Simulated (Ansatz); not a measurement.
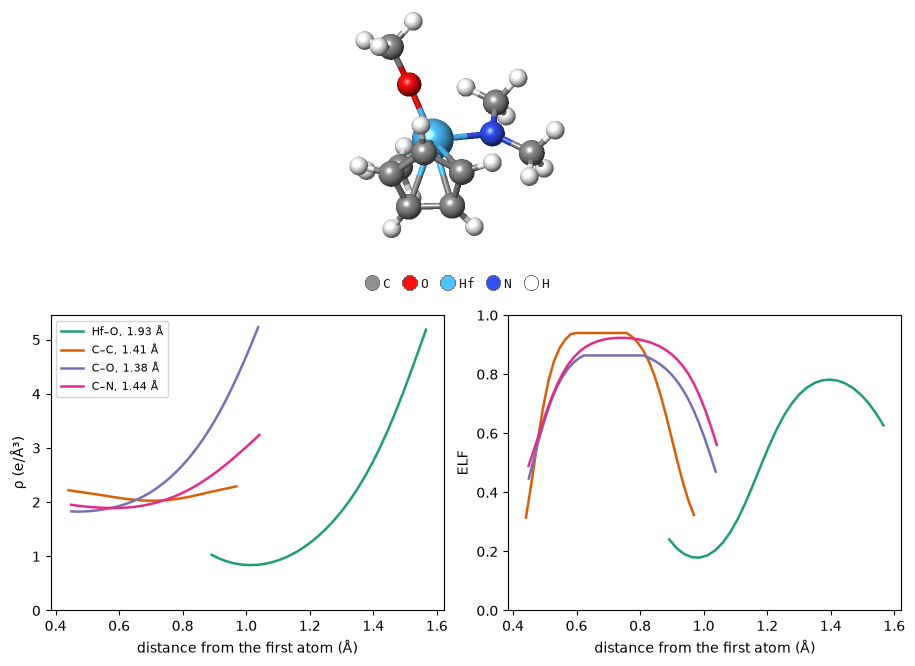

*C$_{9}$H$_{17}$HfNO (SMILES C[O][Hf]1234([CH3])([N](C)C)[CH]5[CH]1[CH]2[CH]3[CH]54). Electron density and electron localisation function along straight lines between neighbouring atoms. The curves leave out the atomic cores. The structure is drawn too.*

Geometry: PBE0-D4/def2-TZVP; core potentials replace the inner electrons of Hf.

The calculation used RKS PBE0-D4/def2-TZVPP (Ansatz).

```tsv
atom	x (Å)	y (Å)	z (Å)
C	2.3558	1.7850	1.7644
O	1.2712	1.1562	1.1790
Hf	-0.0164	-0.0314	0.3752
C	-1.8513	0.3706	1.6176
N	-0.5444	0.7751	-1.4293
C	-0.8627	0.2877	-2.7422
C	-0.6447	2.2195	-1.3779
C	-0.6072	-2.4390	0.9316
C	0.6946	-2.2080	1.4274
C	1.5525	-2.0018	0.3261
C	0.7802	-2.1028	-0.8511
C	-0.5529	-2.3767	-0.4757
H	2.7805	2.5387	1.0907
H	2.0569	2.2885	2.6908
H	3.1473	1.0661	2.0104
H	-2.7505	-0.1249	1.2364
H	-1.7325	0.0705	2.6655
H	-2.0542	1.4496	1.6156
H	-1.8862	0.5639	-3.0388
H	-0.7879	-0.7991	-2.7901
H	-0.1875	0.7050	-3.5059
H	-1.6648	2.5630	-1.6043
H	-0.3886	2.6039	-0.3842
H	0.0357	2.7012	-2.0965
H	-1.4893	-2.6194	1.5264
H	0.9801	-2.1741	2.4693
H	2.6103	-1.7873	0.3754
H	1.1471	-1.9821	-1.8597
H	-1.3912	-2.4979	-1.1462
```

### What can be read from the curves?

Hf–O (1.93 Å): ρ at the midpoint is about 0.87 e/Å³; the ELF peaks at about 0.80 in the valence shell of O, 0.5 Å from its nucleus, and drops to about 0.20 between the two atoms.
C–C (1.41 Å): ρ at the midpoint is about 2 e/Å³; the ELF peaks at about 0.95 between the atoms (localised, covalent bonding).
C–O (1.38 Å): ρ at the midpoint is about 2.2 e/Å³, with its minimum of 1.8 e/Å³ about 0.5 Å from C; the ELF peaks at about 0.85 between the atoms; a polar covalent bond.
C–N (1.44 Å): the density is about 2 e/Å³ at the midpoint; the ELF peaks at about 0.90 between the atoms, as expected for a shared electron pair.
